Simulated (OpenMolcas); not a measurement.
# Multiconfigurational calculation, with input and output: Mo⁴⁺ complex

System: Mo⁴⁺ with 6 ligands (Cl; octahedron, 2.446 Å), embedded in Cs2ZrCl6 by model potentials and point charges, whose field is part of the energies.
Method: state-averaged CASSCF, active space 2 electrons in the shell 4d, basis ANO-RCC-VTZP on the metal and ANO-RCC-VDZP on the ligands, DKH2 scalar Hamiltonian, spin-orbit coupling by RASSI with atomic mean-field integrals (OpenMolcas).

## Results in brief

- outcome: converged
- energy of the lowest spin-free term: −6811.62286 hartree
- energy of the lowest spin-orbit level: −6811.62523 hartree
- largest spread among components of a term: 0.0 cm⁻¹
- hardware: 1 thread of Intel Xeon (Sapphire Rapids), 16 GiB of memory available, shared host
- wall time: 30 s
- peak memory: 0.4 GiB

## Notes

Without dynamic correlation the splittings between terms come out too large, often by 20 to 50 %. To bear in mind: covalent bonds, ligand orbitals missing from the active space; the geometry is set by hand, with no relaxation.

## The input
```
&GATEWAY
Basis set
Mo.ANO-RCC-VTZP.
Mo1 0.0 0.0 0.0 Angstrom
End of basis
Basis set
Cl.ANO-RCC-VDZP.
L1 2.446000 0.000000 0.000000 Angstrom
L2 0.000000 2.446000 0.000000 Angstrom
L3 0.000000 0.000000 2.446000 Angstrom
End of basis
Basis set
Cs.EMB-AIMP.Seijo.0s.0s.ECP.Cs2ZrCl6.
PseudoCharge
* 4 symmetry-unique lattice sites within 7.6 angstrom
End of basis
Basis set
Cl.EMB-AIMP.Seijo.0s.0s.ECP.Cs2ZrCl6.
PseudoCharge
* 12 symmetry-unique lattice sites within 7.6 angstrom
End of basis
Basis set
Zr.EMB-AIMP.Seijo.0s.0s.ECP.Cs2ZrCl6.
PseudoCharge
* 6 symmetry-unique lattice sites within 7.6 angstrom
End of basis
Symmetry
XYZ
AngMom=0.0 0.0 0.0
AMFI
RICD
XField
1385 Angstrom 0
* Evjen-weighted lattice charges
&SEWARD
&RASSCF
FileOrb=start.orb
Symmetry=1
Spin=3
nActEl=2 0 0
Inactive=36 36
Ras2=5 0
CIRoot=10 10 1
SDav=10
CIMx=300
Iter=150 100
PrWF=0.3
OrbListing=Nothing
MaxOrb=0
LevShft=1.0
>>> COPY $Project.JobIph JOB001
&RASSCF
FileOrb=start.orb
Symmetry=1
Spin=1
nActEl=2 0 0
Inactive=36 36
Ras2=5 0
CIRoot=15 15 1
SDav=15
CIMx=300
Iter=150 100
PrWF=0.3
OrbListing=Nothing
MaxOrb=0
LevShft=1.0
>>> COPY $Project.JobIph JOB002
&RASSI
NrOfJobIphs=2 10 15
1 2 3 4 5 6 7 8 9 10
1 2 3 4 5 6 7 8 9 10 11 12 13 14 15
IphNames
JOB001
JOB002
EJob
SpinOrbit
DIPRint=1.0
SOCoupling=1000.0
Subsets=2
Property=9
'ANGMOM' 1 'ANGMOM' 2 'ANGMOM' 3 'MLTPL  1' 1 'MLTPL  1' 2 'MLTPL  1' 3
'AMFI' 1 'AMFI' 2 'AMFI' 3
SOProperty=3
'ANGMOM' 1 'ANGMOM' 2 'ANGMOM' 3
```

The file start.orb holds starting orbitals from an earlier step. A driver script formed the levels outside the program, from RASSI's spin-orbit matrix and the active-space energies, averaged over the components of each term or state.

Run as:
```bash
OMP_NUM_THREADS=1 MOLCAS_MEM=2457 MOLCAS_PROJECT=a pymolcas a.inp > a.log  # once for each step of the input, in one work folder
```

## Log (extracts)
```
--- SEWARD ---
Basis set label: MO.ANO-RCC...7S6P4D2F1G.

      Electronic valence basis set:
      ------------------
      Associated Effective Charge  42.000000 au
      Associated Actual Charge     42.000000 au
      Nuclear Model: Point charge

      Shell  nPrim  nBasis  Cartesian Spherical Contaminant
         s      21       7        X
         p      18       6        X
         d      13       4                 X
         f       6       2                 X
         g       4       1                 X
                  Relativistic Douglas-Kroll-Hess integrals:
                    - DKH order of Hamiltonian: 2
                    - DKH order of Properties : 0
                  Atomic mean-field integrals
--- RASSCF ---
Wave function specifications:
      -----------------------------

      Number of closed shell electrons         144
      Number of electrons in active shells       2
      Max number of holes in RAS1 space          0
      Max nr of electrons in RAS3 space          0
      Number of inactive orbitals               72
      Number of active orbitals                  5
      Number of secondary orbitals              99
      Spin quantum number                      1.0
      State symmetry                             1
Orbital specifications:
      -----------------------

      Symmetry species                           1   2
                                                ag  au
      Frozen orbitals                            0   0
      Inactive orbitals                         36  36
      Active orbitals                            5   0
      RAS1 orbitals                              0   0
      RAS2 orbitals                              5   0
      RAS3 orbitals                              0   0
      Secondary orbitals                        49  50
      Deleted orbitals                           0   0
      Number of basis functions                 90  86
      Number of CSFs                            10
      Number of root(s) required                10
      Iter CI   SX   CI       RASSCF       Energy    max ROT     max BLB   max BLB  Level Ln srch  Step   QN
          iter iter root      energy       change     param      element    value   shift minimum  type update
 Nr of preliminary CI iterations:   1
      Total energies have been shifted. Add                -6000.00 au
        1   1   11    0  -810.27936003    0.00E+00  -1.03E-01*  14  44 2  2.71E-01*  1.24   0.00    SX    NO
        2   1   11    0  -811.09503243   -8.16E-01* -1.04E-01*  36  39 1  2.24E-01*  0.97   0.00    SX    NO
        3   1   11    0  -811.39861880   -3.04E-01* -7.31E-02   36  39 1  1.42E-01*  0.77   0.00    SX    NO
        4   1   11    0  -811.48876064   -9.01E-02*  3.78E-02   36  39 1  7.03E-02*  0.66   0.00    SX    NO
        5   1   11    0  -811.51629144   -2.75E-02*  3.71E-02   36  39 1  3.94E-02*  0.64   2.22    LS   YES
        6   1   11    0  -811.52803824   -1.17E-02*  1.95E-02   14  54 2  1.11E-02*  0.61   1.24    QN   YES
        7   1   10    0  -811.53081262   -2.77E-03*  7.86E-03    9  63 1  6.18E-03*  0.62   1.35    QN   YES
        8   1   10    0  -811.53130620   -4.94E-04* -1.64E-03   14  42 1 -2.23E-03*  0.62   1.23    QN   YES
        9   1    9    0  -811.53136226   -5.61E-05* -5.92E-04   36  39 1  7.95E-04*  0.62   1.25    QN   YES
       10   1    8    0  -811.53137085   -8.59E-06* -2.84E-04    9  56 2  3.68E-04*  0.62   1.30    QN   YES
       11   1    8    0  -811.53137257   -1.72E-06* -1.99E-04   36  39 1  1.67E-04*  0.62   1.37    QN   YES
       12   1    7    0  -811.53137303   -4.59E-07*  1.19E-04   27  38 1  8.79E-05   0.62   1.44    QN   YES
       13   1    7    0  -811.53137318   -1.43E-07*  5.84E-05   14  42 1  5.67E-05   0.62   1.41    QN   YES
       14   1    6    0  -811.53137322   -3.95E-08* -2.20E-05   36  46 2  3.45E-05   0.62   1.38    QN   YES
       15   1    6    0  -811.53137323   -9.17E-09  -9.12E-06   36  46 2  1.47E-05   0.62   1.32    QN   YES
      Convergence after 15 iterations
       16   1    6    0  -811.53137323   -1.63E-09  -9.12E-06   36  56 2 -3.70E-06   0.62   1.32    QN   YES
      Natural orbitals and occupation numbers for root  1
      sym 1:   0.014207   0.985793  -0.000000   0.985793   0.014207
      Natural orbitals and occupation numbers for root  2
      sym 1:   0.985091   0.985091   0.014909   0.014909   0.000000
      Natural orbitals and occupation numbers for root  3
      sym 1:   0.985825   0.014175   0.014175   0.985825   0.000000
::    RASSCF root number  1 Total energy:  -6811.62285503
::    RASSCF root number  2 Total energy:  -6811.62285503
::    RASSCF root number  3 Total energy:  -6811.62285503
::    RASSCF root number  4 Total energy:  -6811.52273269
::    RASSCF root number  5 Total energy:  -6811.52273269
::    RASSCF root number  6 Total energy:  -6811.52273269
::    RASSCF root number  7 Total energy:  -6811.48714909
::    RASSCF root number  8 Total energy:  -6811.48714909
::    RASSCF root number  9 Total energy:  -6811.48714909
::    RASSCF root number 10 Total energy:  -6811.41552183
--- RASSCF ---
Wave function specifications:
      -----------------------------

      Number of closed shell electrons         144
      Number of electrons in active shells       2
      Max number of holes in RAS1 space          0
      Max nr of electrons in RAS3 space          0
      Number of inactive orbitals               72
      Number of active orbitals                  5
      Number of secondary orbitals              99
      Spin quantum number                      0.0
      State symmetry                             1
Orbital specifications:
      -----------------------

      Symmetry species                           1   2
                                                ag  au
      Frozen orbitals                            0   0
      Inactive orbitals                         36  36
      Active orbitals                            5   0
      RAS1 orbitals                              0   0
      RAS2 orbitals                              5   0
      RAS3 orbitals                              0   0
      Secondary orbitals                        49  50
      Deleted orbitals                           0   0
      Number of basis functions                 90  86
      Number of CSFs                            15
      Number of root(s) required                15
      Iter CI   SX   CI       RASSCF       Energy    max ROT     max BLB   max BLB  Level Ln srch  Step   QN
          iter iter root      energy       change     param      element    value   shift minimum  type update
 Nr of preliminary CI iterations:   1
      Total energies have been shifted. Add                -6000.00 au
        1   1   10    0  -811.48894784    0.00E+00  -9.53E-03   37  43 1 -5.08E-03*  0.65   0.00    SX    NO
        2   1   10    0  -811.48948039   -5.33E-04*  4.55E-03   30  41 1  3.16E-03*  0.65   0.00    SX    NO
        3   1    9    0  -811.48964339   -1.63E-04*  2.51E-03   31  37 1 -1.90E-03*  0.65   0.00    SX    NO
        4   1    9    0  -811.48969914   -5.57E-05*  1.34E-03   31  37 1 -1.30E-03*  0.65   0.00    SX    NO
        5   1    9    0  -811.48971948   -2.03E-05*  1.98E-03   31  37 1 -8.59E-04*  0.65   2.50    LS   YES
        6   1    8    0  -811.48973166   -1.22E-05* -1.91E-04   28  42 1 -2.57E-04*  0.65   1.07    QN   YES
        7   1    7    0  -811.48973230   -6.33E-07* -1.74E-04   28  42 1 -1.46E-04*  0.65   1.92    LS   YES
        8   1    7    0  -811.48973248   -1.87E-07* -1.94E-04   23  56 2 -1.52E-04*  0.65   1.00    QN   YES
        9   1    7    0  -811.48973266   -1.81E-07*  8.78E-05   30  41 1 -9.62E-05   0.65   1.30    QN   YES
       10   1    6    0  -811.48973271   -4.70E-08*  6.03E-05   30  41 1 -4.91E-05   0.65   1.44    QN   YES
       11   1    6    0  -811.48973273   -1.82E-08* -2.70E-05   30  41 1 -1.80E-05   0.65   1.46    QN   YES
       12   1    5    0  -811.48973273   -4.58E-09   6.87E-06   28  42 1  1.08E-05   0.65   1.19    QN   YES
      Convergence after 12 iterations
       13   1    5    0  -811.48973273   -4.24E-10   6.87E-06   28  42 1  5.24E-06   0.65   1.19    QN   YES
      Natural orbitals and occupation numbers for root  1
      sym 1:   0.008621   0.008476   0.992227   0.990676   0.000000
      Natural orbitals and occupation numbers for root  2
      sym 1:   0.998506   0.000000   0.008155   0.986263   0.007076
      Natural orbitals and occupation numbers for root  3
      sym 1:   1.009817   0.000000   0.974681   0.006195   0.009307
::    RASSCF root number  1 Total energy:  -6811.58006619
::    RASSCF root number  2 Total energy:  -6811.58006619
::    RASSCF root number  3 Total energy:  -6811.58006619
::    RASSCF root number  4 Total energy:  -6811.57873937
::    RASSCF root number  5 Total energy:  -6811.57873937
::    RASSCF root number  6 Total energy:  -6811.52535792
::    RASSCF root number  7 Total energy:  -6811.48118489
::    RASSCF root number  8 Total energy:  -6811.48118489
::    RASSCF root number  9 Total energy:  -6811.48118489
::    RASSCF root number 10 Total energy:  -6811.46911237
::    RASSCF root number 11 Total energy:  -6811.46911237
::    RASSCF root number 12 Total energy:  -6811.46911237
::    RASSCF root number 13 Total energy:  -6811.37358697
::    RASSCF root number 14 Total energy:  -6811.37358697
::    RASSCF root number 15 Total energy:  -6811.32489005
--- RASSI ---
SPIN-FREE ENERGIES:
  (Shifted by EMIN (a.u.) =      -6811.6228550287)

 SF State       Relative EMIN(au)   Rel lowest level(eV)    D:o, cm**(-1)

     1             0.0000000000        0.0000000000              0.0000
     2             0.0000000000        0.0000000000              0.0000
     3             0.0000000000        0.0000000000              0.0000
    11             0.0427888409        1.1643436761           9391.0651
    12             0.0427888409        1.1643436761           9391.0651
    13             0.0427888414        1.1643436903           9391.0652
    14             0.0441156625        1.2004483313           9682.2688
    15             0.0441156631        1.2004483468           9682.2689
    16             0.0974971088        2.6530314850          21398.1420
     4             0.1001223352        2.7244675360          21974.3126
     5             0.1001223352        2.7244675360          21974.3126
     6             0.1001223352        2.7244675360          21974.3126
     7             0.1357059363        3.6927466495          29784.0104
     8             0.1357059363        3.6927466495          29784.0104
     9             0.1357059363        3.6927466495          29784.0104
    17             0.1416701387        3.8550408642          31093.0015
    18             0.1416701387        3.8550408642          31093.0015
    19             0.1416701393        3.8550408787          31093.0016
    20             0.1537426599        4.1835509021          33742.6136
    21             0.1537426599        4.1835509021          33742.6136
    22             0.1537426606        4.1835509202          33742.6138
    10             0.2073332031        5.6418238699          45504.3783
    23             0.2492680542        6.7829293019          54708.0143
    24             0.2492680542        6.7829293019          54708.0143
    25             0.2979649739        8.1080399932          65395.7528
     Dipole printing threshold changed to   1.00000000E+00
Eigenvalues of complex Hamiltonian:
   -----------------------------------
  (Shifted by EMIN (a.u.) =      -6811.6228550287)

 SO State       Relative EMIN(au)   Rel lowest level(eV)    D:o, cm**(-1)

     1            -0.0023763904        0.0000000000              0.0000
     2            -0.0023763904        0.0000000001              0.0000
     3            -0.0022574336        0.0032369774             26.1080
     4            -0.0022574336        0.0032369773             26.1080
     5            -0.0022574336        0.0032369774             26.1080
     6             0.0018720232        0.1156052225            932.4190
     7             0.0018720232        0.1156052225            932.4190
     8             0.0018720232        0.1156052224            932.4190
     9             0.0037375231        0.1663680602           1341.8489
    10             0.0426379785        1.2249033766           9879.5120
    11             0.0426379785        1.2249033765           9879.5120
    12             0.0426379790        1.2249033906           9879.5121
    13             0.0441321215        1.2655610787          10207.4385
    14             0.0441321220        1.2655610943          10207.4386
    15             0.0973486588        2.7136568321          21887.1184
    16             0.0984561705        2.7437937603          22130.1891
    17             0.0993654006        2.7685351704          22329.7421
    18             0.0993654006        2.7685351703          22329.7421
    19             0.0993654006        2.7685351701          22329.7421
    20             0.1009104380        2.8105777792          22668.8386
    21             0.1009104380        2.8105777794          22668.8386
    22             0.1009104380        2.8105777792          22668.8386
    23             0.1009740828        2.8123096446          22682.8070
    24             0.1009740828        2.8123096443          22682.8070
    25             0.1335858463        3.6997209359          29840.2618
    26             0.1345547167        3.7260852421          30052.9042
    27             0.1345547167        3.7260852420          30052.9042
    28             0.1345547167        3.7260852421          30052.9042
    29             0.1360606591        3.7670640238          30383.4204
    30             0.1360606591        3.7670640240          30383.4204
    31             0.1360606592        3.7670640260          30383.4204
    32             0.1370344939        3.7935634181          30597.1524
    33             0.1370344939        3.7935634179          30597.1524
    34             0.1425388439        3.9433444128          31805.2176
    35             0.1425388439        3.9433444129          31805.2176
    36             0.1425388444        3.9433444254          31805.2177
    37             0.1538999184        4.2524949987          34298.6853
    38             0.1538999184        4.2524949987          34298.6853
    39             0.1538999191        4.2524950168          34298.6854
    40             0.2076088411        5.7139892384          46086.4313
    41             0.2076088411        5.7139892384          46086.4313
Weights of the five most important spin-orbit-free states for each spin-orbit state.

 SO State  Total energy (au)           Spin-free states, spin, and weights
 -------------------------------------------------------------------------------------------------------
    1        -0.002376       3 1.0  0.5370    2 1.0  0.4427    1 1.0  0.0143   14 0.0  0.0037    6 1.0  0.0013
    2        -0.002376       1 1.0  0.6484    2 1.0  0.2200    3 1.0  0.1257   15 0.0  0.0037    4 1.0  0.0011
    3        -0.002257       2 1.0  0.4963    3 1.0  0.4426    1 1.0  0.0569   11 0.0  0.0028   19 0.0  0.0004
    4        -0.002257       1 1.0  0.4819    3 1.0  0.3703    2 1.0  0.1436   12 0.0  0.0027    6 1.0  0.0004
    5        -0.002257       1 1.0  0.4570    2 1.0  0.3559    3 1.0  0.1829   13 0.0  0.0027    6 1.0  0.0004
    6         0.001872       2 1.0  0.4879    3 1.0  0.4877    1 1.0  0.0234    4 1.0  0.0004    5 1.0  0.0003
    7         0.001872       3 1.0  0.4966    1 1.0  0.4895    2 1.0  0.0130    4 1.0  0.0004    6 1.0  0.0003
    8         0.001872       2 1.0  0.4981    1 1.0  0.4862    3 1.0  0.0147    6 1.0  0.0004    5 1.0  0.0004
    9         0.003738       3 1.0  0.3326    2 1.0  0.3326    1 1.0  0.3326   16 0.0  0.0020    7 1.0  0.0001
   10         0.042638      12 0.0  0.9927    6 1.0  0.0018    4 1.0  0.0015    1 1.0  0.0015    3 1.0  0.0014
   11         0.042638      11 0.0  0.9927    5 1.0  0.0018    4 1.0  0.0018    2 1.0  0.0015    3 1.0  0.0015
   12         0.042638      13 0.0  0.9927    6 1.0  0.0018    5 1.0  0.0015    1 1.0  0.0015    2 1.0  0.0014
```

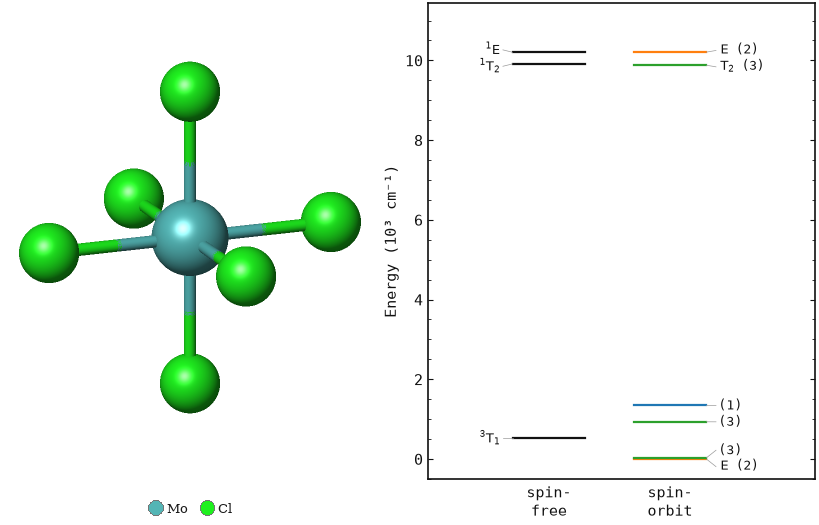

Mo⁴⁺ (4d²) as a dopant in Cs₂ZrCl₆, a cluster with its 6 nearest Cl⁻ at 2.446 Å (octahedron) embedded in model potentials and point charges; the geometry was set, not optimised, and its levels. Labels give the representation in O, Td, D4 or D3 as the site allows (double group for half-integer spin) where it could be assigned and, in brackets, the degeneracy; spin-free states, where drawn, share the zero of the spin-orbit levels. The ground level is E, doubly degenerate, 100 % from states of spin multiplicity 3. Its principal g values are all close to zero. The next level lies at 26 cm⁻¹. The lowest spin-free state is ³T₁. The active orbitals hold 72 to 89 % metal character (Löwdin), and the Mulliken charge of the metal is +1.38.
